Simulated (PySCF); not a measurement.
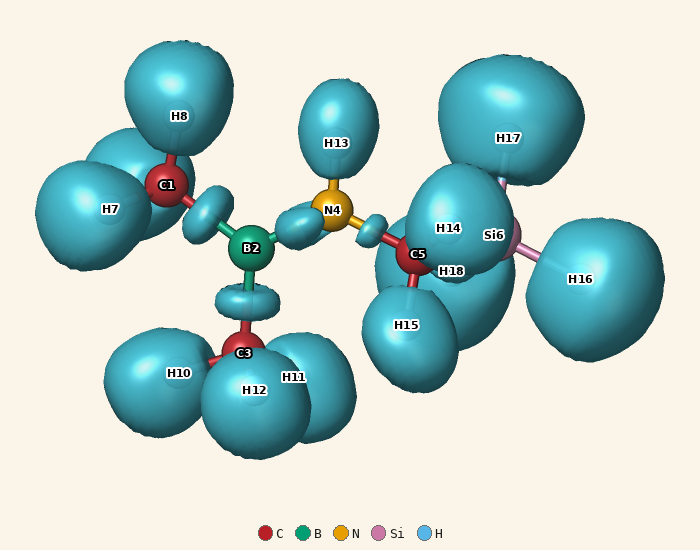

C₃H₁₂BNSi (SMILES CB(C)NC[SiH3]). Isosurface of the ELF at 0.85 (cyan), seen across its widest extent. Core shells and regions of very low density are left out.

Geometry: GFN2-xTB.

Method: PBE0/pcSseg-1, SCF density, gas phase, non-relativistic in PySCF 2.14.0.

```xyz
18

C    -1.6641    1.8974   -0.3237
B    -0.9605    0.4705   -0.2889
C    -1.6425   -0.7859   -0.9898
N     0.2539    0.3400    0.3619
C     1.0878   -0.8426    0.4879
Si    2.5523   -0.7759   -0.7385
H    -2.6926    1.8453    0.0286
H    -1.1511    2.6471    0.2762
H    -1.7106    2.2751   -1.3441
H    -2.5435   -0.5172   -1.5349
H    -0.9682   -1.2711   -1.6938
H    -1.9262   -1.5417   -0.2579
H     0.6921    1.1527    0.7713
H     1.4439   -0.9244    1.5203
H     0.4707   -1.7204    0.2988
H     3.3756   -1.9754   -0.5737
H     3.3479    0.4193   -0.4417
H     2.0264   -0.6865   -2.0992
```

What do the ELF domains correspond to?

Answer. The ELF exceeds this value in two regions between bonded B–C atoms (shared pairs), one region between bonded B–N atoms (shared pairs), one region between bonded C–N atoms (shared pairs), one region between bonded C–Si atoms (shared pairs) and twelve regions around hydrogen nuclei. Profiles from the grid: B–N (1.38 Å): the ELF peaks at about 0.90 between the atoms (a polar covalent bond). C–N (1.45 Å): the ELF peaks at about 0.95 between the atoms (a covalent bond).
